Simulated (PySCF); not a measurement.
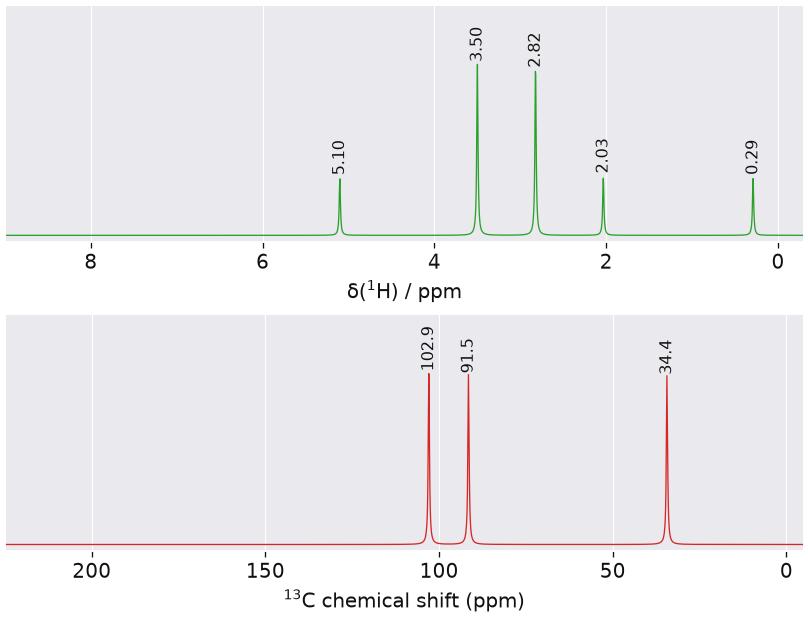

GIAO shifts, PBE0/pcSseg-1, PySCF, at a GFN2-xTB geometry (no frequency check), against TMS for ¹H and TMS for ¹³C computed at the same level. Gas phase, fully decoupled, line heights follow the number of nuclei, widths are arbitrary (no quadrupolar broadening); values of one conformer, averaged over methyl-type rotors and exact or near symmetry; other conformers aren't averaged in. Protons on N, O or S are those of the isolated molecule, without hydrogen bonds to neighbours or exchange.

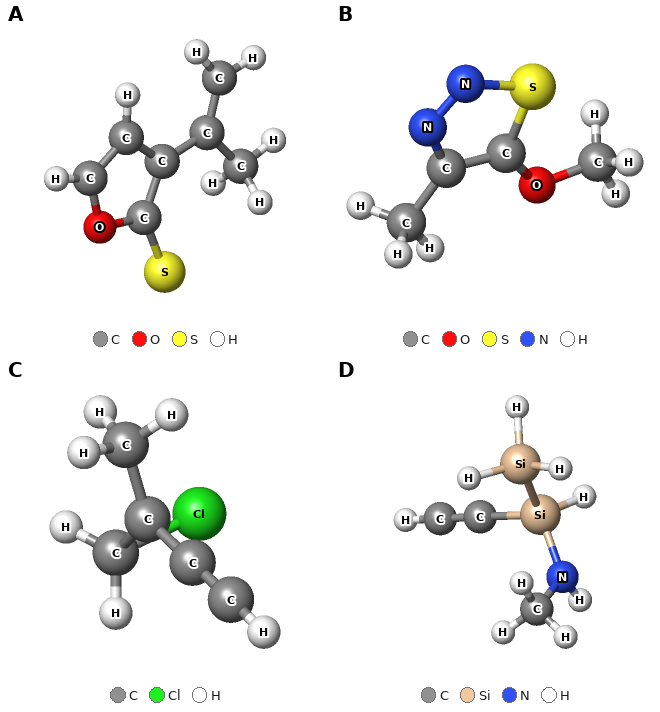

Which molecule was computed? Choose among the lettered structures. Charge and spin: A −1 singlet; B neutral singlet; C +1 singlet; D neutral singlet.

Answer. Structure D, C₃H₉NSi₂, SMILES C#C[Si@@H]([SiH3])NC. Its ¹H signals: 5.10 (1 H), 3.50 (3 H), 2.82 (3 H), 2.03 (1 H), 0.29 (1 H) ppm. Its ¹³C signals: 102.9 (1 C), 91.5 (1 C), 34.4 (1 C) ppm.

Known limits of this run: the tight-binding geometry is rougher than a DFT one and adds to the error.
